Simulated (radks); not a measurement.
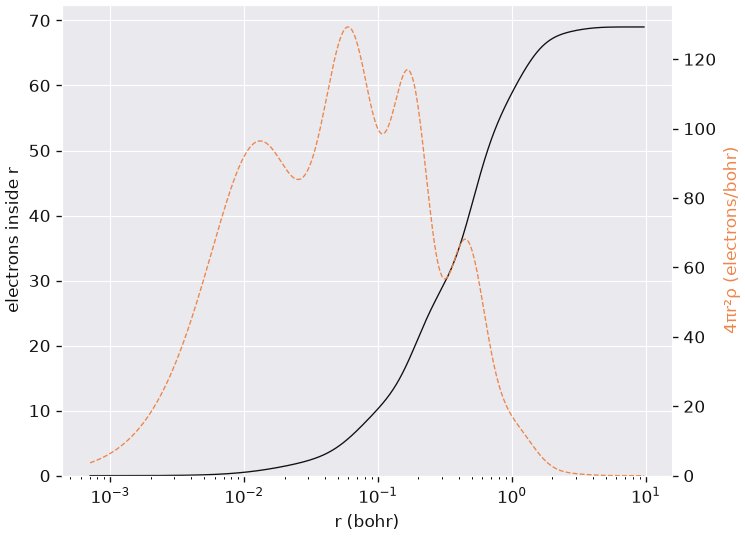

Lu²⁺ (Z = 71, 69 electrons) in the configuration [Xe] 4f14 6s1. Computed with the in-house radial solver radks: scalar-relativistic Kohn-Sham, PBE, spin-unpolarised, spherical densities, point nucleus.

The plot shows the number of electrons inside radius r (solid) and the radial density 4πr²ρ (dashed).

Question: Describe it and give its main numbers.

Answer: The count levels off at 69 electrons. Half of them lie within 0.394 bohr, 90 % within 1.22 bohr and 99 % within 2.78 bohr. The radial density has minima at 0.0252, 0.108 and 0.315 bohr, where the count stands at 1.9, 11.1 and 29.7; these part the shells that the density resolves.
